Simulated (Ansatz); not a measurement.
**KF (Carobbiite): a many-body input that goes wrong, and its mend**

A first try at the G0W0 gap of KF (Carobbiite), what the program said, and an input that works.

Program: Ansatz 0.2.0. Level of theory: G0W0 on PBE, plane waves, PAW; PAW set soft_1. Results are calculated unless marked as measured.

## 1. Starting point

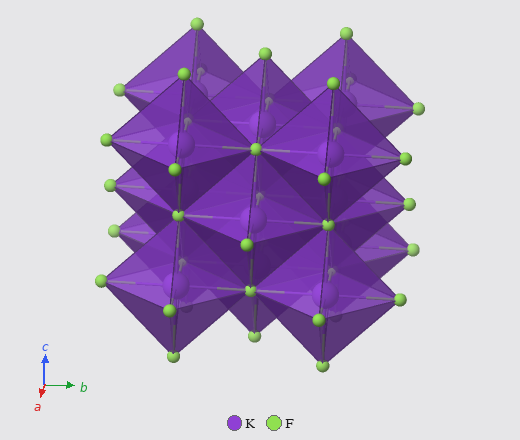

Start, viewed slightly off an axis; potassium purple, fluorine green. This picture shows the conventional cell, with its axes. Some periodic images of atoms are drawn too.

As a file:

```cif
data_structure
_symmetry_space_group_name_H-M 'Fm-3m'
_symmetry_Int_Tables_number 225
_cell_length_a 5.3437
_cell_length_b 5.3437
_cell_length_c 5.3437
_cell_angle_alpha 90.000
_cell_angle_beta 90.000
_cell_angle_gamma 90.000
_cell_volume 152.59
loop_
_atom_site_label
_atom_site_type_symbol
_atom_site_symmetry_multiplicity
_atom_site_Wyckoff_symbol
_atom_site_fract_x
_atom_site_fract_y
_atom_site_fract_z
_atom_site_occupancy
K1 K 4 a 0.00000 0.00000 0.00000 1
F1 F 4 b 0.50000 0.00000 0.00000 1
```

The cell and positions come from the Crystallography Open Database and are kept as given unless a step says otherwise.

## 2. First try

The input, input.yaml:

```yaml
crystal:
  lattice:
    - [0.0, 2.67185, 2.67185]
    - [2.67185, 0.0, 2.67185]
    - [2.67185, 2.67185, 0.0]
  atoms:
    - { symbol: K, position: [0.0, 0.0, 0.0] }
    - { symbol: F, position: [0.5, 0.5, 0.5] }
kpoints:
  mp_grid: { grid: [1, 1, 1] }
hamiltonian:
  xc: pbe
  pseudopotentials: { kind: paw, azcp: { folder: soft_1 } }
scf:
  occupations: { method: fixed }
gw:
  n_empty_bands: 61
  ecut_chi: 80
  qp_bands: [v2, c2]
  qp_kpoints: band_edges
  screening: { model: contour_deformation }
```

Run with:

```console
$ ansatz run input.yaml --threads 24 --pin off --max-ram 82944MiB --backend cuda --events-out ev --progress --plain --runs-dir out --devices 1 --max-vram 78GiB
```

Numbers of over 12 decimals in the logs are rounded to 6 here.

The log of the run:

```text
GPUs: using 1 of 1 available (devices: 1).
Engine: ansatz 0.2.0, aarch64-unknown-linux-gnu
Pseudopotentials: kind: paw
Pseudopotential: K, paw, valence charge 9, recommended cutoff 420 eV (normal), soft_1/K.paw.azcp
Pseudopotential: F, paw, valence charge 7, recommended cutoff 420 eV (normal), soft_1/F.paw.azcp
Functional definition: PBE
  parameter kappa = 0.804
  parameter beta = 0.066725
  exchange = pbe_x(kappa = kappa, mu = beta*pi^2/3)
  correlation = pbe_c(beta = beta)
device memory: the entry about to start is reckoned to put 0.3 GiB on a device that reports 182.5 GiB free (of which the cap on the GPU budget leaves the run 78.0 GiB)
GPU FFT provider: cuFFT
GPU libraries: cuBLAS 13.8.1, cuFFT 12.4.0, cuSOLVER 12.3.2
GPU matrix products: emulated (plane waves: as basis.precision tells), large ones in fixed point in workspaces of 1.00 GiB
Crystal: 2 atoms, lattice volume = 38.148 Å³
Basis set: ecut = 420 eV, 725 PW (Γ)
Bands: 12, of which v1, the nominal top of the filled ones, is band 8 counted from 1 (7 counted from 0)
Symmetry: 48 space group operations
Space group: Fm-3m (ITA 225), of the structure as read, at distance tolerance 3.4e-5 Å
k-points: 1
Non-local potential: K, projectors of the file, l = 0: 3, l = 1: 2, l = 2: 2
Non-local potential: F, projectors of the file, l = 0: 2, l = 1: 2, l = 2: 1
PAW form: soft (Blöchl's): semilocal exchange-correlation on the pseudo side does not see the compensation charge
PAW one-centre angular grid: K, 110 points (default); XC on 64 Gauss nodes
PAW one-centre angular grid: F, 110 points (default); XC on 64 Gauss nodes
Initial density: superposition of atomic densities (chi_scale 0.1, normalization cell, long waves kept (reshape's long-wave potential 0.00 eV rms))
Initial wavefunctions: pseudopotential atomic-orbital guess
GPU buffer pool allocated for 19683 grid points (all kernels)
GPU transforms: local potential and band sums: pruned to the plane-wave sphere, on 25×25×25
Functional: x = pbe(κ = 0.804, μ = 0.219515), c = pbe(β = 0.066725)
SCF iter   1: F=—  HF=-2347.020416 eV  |F-HF|=—  |Δ(HF+E_count)|=         —  Δρ=1.07e-1  dr2=3.56e0  ethr=3.10e-3  ⟨swp⟩=4.0  Hψ=63  notcnv=0
preconditioner: auto → none  [insulator: Δε(μ)=2.264 eV  Ē_g=14.277 eV  n_scr=14 (ndim 8)  ℏωp=22.5 eV  f_vac=0.000  ε∞_Penn≈3.5]
SCF iter   2: F=—  HF=-2345.882367 eV  |F-HF|=—  |Δ(HF+E_count)|=    1.14e0  Δρ=3.84e-2  dr2=3.81e-1  ethr=3.10e-3  ⟨swp⟩=3.0  Hψ=35  notcnv=0
SCF iter   3: F=—  HF=-2345.838397 eV  |F-HF|=—  |Δ(HF+E_count)|=   4.40e-2  Δρ=1.19e-2  dr2=3.99e-2  ethr=2.38e-3  ⟨swp⟩=2.0  Hψ=23  notcnv=0
SCF iter   4: F=—  HF=-2345.843545 eV  |F-HF|=—  |Δ(HF+E_count)|=   5.15e-3  Δρ=4.03e-3  dr2=4.84e-3  ethr=2.49e-4  ⟨swp⟩=3.0  Hψ=22  notcnv=0
SCF iter   5: F=—  HF=-2345.839937 eV  |F-HF|=—  |Δ(HF+E_count)|=   3.61e-3  Δρ=5.44e-4  dr2=8.29e-5  ethr=3.03e-5  ⟨swp⟩=4.0  Hψ=25  notcnv=0
SCF iter   6: F=—  HF=-2345.839874 eV  |F-HF|=—  |Δ(HF+E_count)|=   6.31e-5  Δρ=4.69e-5  dr2=4.73e-7  ethr=5.18e-7  ⟨swp⟩=3.0  Hψ=24  notcnv=0
SCF iter   7: F=-2345.839874 eV  HF=-2345.839874 eV  |F-HF|=7.68e-10  |Δ(HF+E_count)|=   1.45e-7  Δρ=2.38e-6  dr2=1.09e-9  ethr=6.25e-10  ⟨swp⟩=4.0  Hψ=56  notcnv=0
SCF 1 converged in 7 iterations: F = -2345.839874 eV  dr2 = 1.09e-9
[...]
device memory: the entry about to start is reckoned to put 0.4 GiB on a device that reports 182.5 GiB free (of which the cap on the GPU budget leaves the run 78.0 GiB)
NSCF: frozen V_eff on 1 k-points
[...]
device memory: the entry about to start is reckoned to put 0.5 GiB on a device that reports 182.5 GiB free (of which the cap on the GPU budget leaves the run 78.0 GiB)
NSCF: frozen V_eff on 1 k-points
G₀W₀ screening: q 1/1
G₀W₀ self-energy: k 1/1
device memory: the entry about to start is reckoned to put 0.3 GiB on a device that reports 181.6 GiB free (of which the cap on the GPU budget leaves the run 78.0 GiB)
NSCF: frozen V_eff on 1 k-points
device memory: the entry about to start is reckoned to put 0.3 GiB on a device that reports 180.6 GiB free (of which the cap on the GPU budget leaves the run 78.0 GiB)
NSCF: frozen V_eff on 1 k-points
device memory: the entry about to start is reckoned to put 0.3 GiB on a device that reports 180.6 GiB free (of which the cap on the GPU budget leaves the run 78.0 GiB)
NSCF: frozen V_eff on 1 k-points
device memory: the entry about to start is reckoned to put 0.3 GiB on a device that reports 180.6 GiB free (of which the cap on the GPU budget leaves the run 78.0 GiB)
NSCF: frozen V_eff on 1 k-points
SCF converged after 7 iterations
Free energy (F): -2345.839874 eV
Harris-Foulkes:  -2345.839874 eV  (|F-HF|=7.68e-10)
Internal energy: -2345.839874 eV  (E = F + TS)
E sigma→0 (E₀):  -2345.839874 eV
Fermi energy:    2.909392 eV
--- Per-component energies (eV) ---
  E_band       = -109.583935
  E_kinetic    = 463.535583
  E_local      = -1134.022432  (includes V_loc(G=0)·N_el)
  E_nonlocal   = 100.382137
  E_hartree    = 416.171792
  E_xc         = -215.522234
  E_vxc        = -268.145591  (∫ρ·V_xc dr)
  E_paw        = -988.323498  (= ΣΔE_a)
  E_vpaw       = -103.677241  (= ΣTr[D̂ρ^β])
  E_aug_tail   = 0.000718  (compensation charges beyond the density's cutoff)
  E_ewald      = -988.061939
  E_smearing   = -0.000000  (= −TS)
  E_closure    = 0.000000  (closes the sum)
  Σ components = -2345.839874   (vs F -2345.839874, Δ=0.00e0)
--- Band table (eV) ---
  k-point 0: bands = [... 4 lower, -7.7906, 2.9094, 2.9094, 2.9094, 7.7504, 12.1864, 12.1864, 12.1864]
--- G₀W₀: contour deformation, 5 samples at zero and on the imaginary axis and 1 off it, 1 q-point, 61 empty bands' worth ---
  eigenvalues of the whole cell's RPA ε∞ on this k-mesh (on a slab, of 1 + 4πα/V) = 4.9646, 4.9646, 4.9646; static W/v taken at q = 0 is 0.201425
  bands read: the sum over 69 bands ends inside a degenerate multiplet in 1 slot, whose members it reads at an even weight; the widest, k=0: bands 69 to 71 (counted from 1) at 1/3 each
  gw.qp_kpoints: band_edges: 1 of 1 stored k-point solved, in 1 pass; an edge of the gap read off the rows below is read off those points alone
    ik  band        ε_KS         Σx   Σc(E_QP)       V_xc       Z   E_QP_lin       E_QP  E_QP is
     0     7      2.9094   -31.5892     7.4697   -22.6441  0.7175     1.3774     1.4340  root
     0     8      2.9094   -31.5892     7.4697   -22.6441  0.7175     1.3774     1.4340  root
     0     9      7.7504    -3.9556    -5.3186    -8.7196  0.7501     7.2021     7.1958  root
     0    10     12.1864    -4.5981    -5.8537   -11.0335  0.7462    12.7759    12.7681  root
```

Wall time 1.4 s (1 × NVIDIA GB200 (shared by 2 runs) with 24 threads of Arm Neoverse V2, shared host); peak memory 1.1 GiB; 2.1 s of CPU time.

**What went wrong?**

The run ended normally, though the input holds a fault or crude settings.

The fault: G0W0 on a mesh far too coarse. So few points can't sample the density or the screening, and the band edges may lie elsewhere in the zone.

It printed a gap of 5.76 eV, which is an artefact of the settings.

## 3. A better input

Now the one-shot GW correction: screening in the RPA, then the self-energy of the levels asked for. This step takes PAW set soft_1 files.

Edit input.yaml of step 2 so:

```diff
@@ -9,3 +9,3 @@
 kpoints:
-  mp_grid: { grid: [1, 1, 1] }
+  mp_grid: { grid: [6, 6, 6] }
 hamiltonian:
@@ -16,4 +16,4 @@
 gw:
-  n_empty_bands: 61
-  ecut_chi: 80
+  n_empty_bands: 113
+  ecut_chi: 120
   qp_bands: [v2, c2]
```

The log of the run:

```text
GPUs: using 1 of 1 available (devices: 1).
[...]
Crystal: 2 atoms, lattice volume = 38.148 Å³
Basis set: ecut = 420 eV, 725 PW (Γ)
Bands: 12, of which v1, the nominal top of the filled ones, is band 8 counted from 1 (7 counted from 0)
[... 1 set-up line as in the run before ...]
[...]
k-points: 16 of 216
[...]
SCF iter   1: F=—  HF=-2351.883760 eV  |F-HF|=—  |Δ(HF+E_count)|=         —  Δρ=1.97e-1  dr2=1.28e1  ethr=3.10e-3  ⟨swp⟩=4.0  Hψ=1092  notcnv=0  defer=19
[...]
SCF iter   9: F=-2348.800704 eV  HF=-2348.800704 eV  |F-HF|=1.64e-9  |Δ(HF+E_count)|=   9.25e-8  Δρ=2.25e-6  dr2=1.90e-9  ethr=6.25e-10  ⟨swp⟩=4.2  Hψ=837  notcnv=0
SCF 1 converged in 9 iterations: F = -2348.800704 eV  dr2 = 1.90e-9
[...]
NSCF: frozen V_eff on 16 k-points, pencils in batches of 32, up to order 48
[...]
0     7      1.4513   -30.7850     5.4435   -23.0049  0.7879    -0.9557    -0.8853  root
     0     8      1.4513   -30.7850     5.4435   -23.0049  0.7879    -0.9557    -0.8853  root
     0     9      7.6335    -4.8718    -2.9543    -8.8631  0.8935     8.6757     8.6705  root
     0    10     12.1282    -5.2883    -3.5005   -11.2100  0.8815    14.5910    14.5494  root
     1     7      1.3618   -30.5440     5.4305   -22.7622  0.7877    -1.0618    -0.9895  root
     1     8      1.3618   -30.5440     5.4305   -22.7622  0.7877    -1.0618    -0.9895  root
     1     9      8.3753    -5.6782    -2.8988    -9.7045  0.8883     9.5092     9.5028  root
     1    10     11.7506    -5.0473    -3.3794   -10.5893  0.8820    13.9458    13.9133  root
[...]
15     7      1.2594   -30.1333     5.2711   -22.4698  0.7910    -1.2074    -1.1330  root
    15     8      1.3334   -30.3738     5.3360   -22.6669  0.7898    -1.1104    -1.0376  root
    15     9     10.4060    -4.6988    -3.1310    -9.5948  0.8857    12.1902    12.1710  root
    15    10     12.0721    -5.9538    -3.2236   -10.9959  0.8727    13.9164    13.8906  root
[key lines of the parts left out:]
SCF converged after 9 iterations
Free energy (F): -2348.800704 eV
Fermi energy:    1.451312 eV
```

Wall time 3.4 s (1 × NVIDIA GB200 (shared by 2 runs) with 24 threads); peak memory 1.2 GiB; 11 s of CPU time.

Numbers from this step:

```
bands summed                                 : 121
RPA ε∞ on this mesh (eigenvalues)            : 1.902, 1.902, 1.902
plane waves in the screening matrix          : 113
q-points in the mesh                         : 216
G0W0 gap on the mesh                         : 9.556 eV
k of the valence top                         : 0, 0, 0
k of the conduction bottom                   : 0, 0, 0
starting gap on the mesh                     : 6.182 eV
Z at the valence top                         : 0.7879
Z at the conduction bottom                   : 0.8935
least direct G0W0 gap on the computed points : 9.556 eV
```

The gap on the mesh goes from 6.18 eV to 9.56 eV, a correction of +3.37 eV. Between the two edge states, bare exchange in place of the xc potential would open the gap by 11.77 eV, and correlation takes back 8.40 eV.

## 4. Outcome

| Item | Value |
| --- | --- |
| first try | converged after 1.4 s |
| better run | G0W0 gap on the mesh 9.56 eV (6×6×6 mesh, 113 empty bands, screening to 120 eV, PAW set soft_1 files) |

The second run differs in: mesh, empty bands and screening cutoff (eV). Bands and cutoff are finite, so the gap is not at the basis limit. The miss can reach some tenths of an eV and take either sign; the mesh is an error of its own.

[Paths, hosts, dates, memory and timing lines, banners, echoed tables and standing remarks are left out of the program output.]

[Logs are printed without paths, hosts, clocks, repeated set-up lines and the standing remarks that a program may print on its own settings, such as how far it seeks lower states.]

[Runs of the session that timed out or met a known fault of the program may be left out.]

[Cells called generated may have been cut or substituted from an entry of the Crystallography Open Database or the Materials Project.]

[No measured gap is set beside runs whose start may be inverted or whose files or cutoffs have a known fault.]

[Hosts, paths, dates, database ids (printed as entryN), source tags and the programs' standing remarks are cut or masked in the printed files.]
